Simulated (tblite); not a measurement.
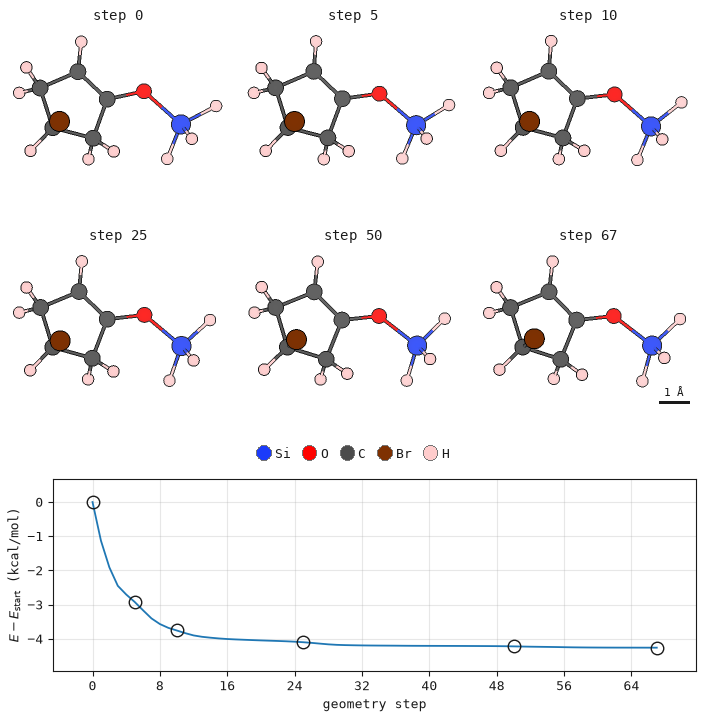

Frames of a relaxation of C₅H₉BrOSi, marked on the history of the run. A ball-and-stick model, seen at a tilt.

Theory: tblite 0.8.0, GFN2-xTB geometry optimisation, gas phase. 

What happens along the run?

Answer. An H atom moves most after the best rigid fit: 0.32 Å. Largest moves by element: H 0.32 Å, Br 0.19 Å, O 0.16 Å, C 0.11 Å, Si 0.08 Å. Near-neighbour distances that change, for instance: O–Si 1.673 → 1.629 Å, H–Si 1.481 → 1.452 Å, C–O 1.362 → 1.337 Å, C–C 1.352 → 1.330 Å. Bond angles that change, for instance: O–Si–H 110.1° → 98.9°, Si–O–C 124.7° → 133.7°, O–C–C 121.9° → 126.2°. After 67 geometry steps the energy has fallen by 4.26 kcal/mol. From step 0 to 5: the O atom moves most (0.09 Å), energy −2.92 kcal/mol. From step 5 to 10: an H atom moves most (0.12 Å), energy −0.84 kcal/mol. From step 10 to 25: an H atom moves most (0.09 Å), energy −0.34 kcal/mol. From step 25 to 50: an H atom moves most (0.09 Å), energy −0.12 kcal/mol. From step 50 to 67: the Br atom moves most (0.10 Å), energy −0.04 kcal/mol.
